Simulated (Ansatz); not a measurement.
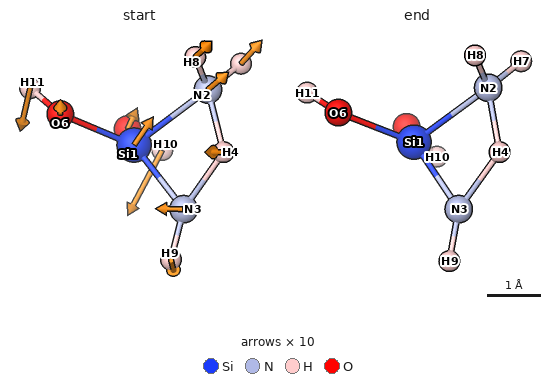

The structure of SiN$_{2}$H$_{6}$O$_{2}$ before (left) and after (right) a constrained relaxation, at one scale. The orange arrows give the displacements, magnified 10 times.

The picture is a ball-and-stick view, seen at a tilt.

The reaction that was planned forms N2–H4 and breaks Si1–N2, N3–H4 (atoms numbered from 1 in input order).

Theory: Ansatz, RKS PBE0-D4/def2-SVP. (held fixed: the distance between atoms 2 (N) and 4 (H), the distance between atoms 1 (Si) and 2 (N), the distance between atoms 3 (N) and 4 (H), counting from 1; force threshold 0.04 eV/Å; at most 150 steps)

What changed between the two?

Answer. Over 6 geometry steps the energy falls by 0.118 eV. The largest force component goes from 1.1 to 0.035 eV/Å. An H atom moves most after the best rigid fit: 0.14 Å. By element the largest moves are H 0.14 Å, Si 0.07 Å, N 0.06 Å, O 0.05 Å. Among the contacts that change: O–Si 1.626 → 1.655 Å, O–Si 1.643 → 1.666 Å, N–Si 1.660 → 1.647 Å, H–N 1.009 → 1.019 Å. Bond angles that change, for instance: Si–N–H 129.7° → 135.6°, Si–N–H 75.5° → 71.6°, Si–O–H 117.0° → 113.0°.
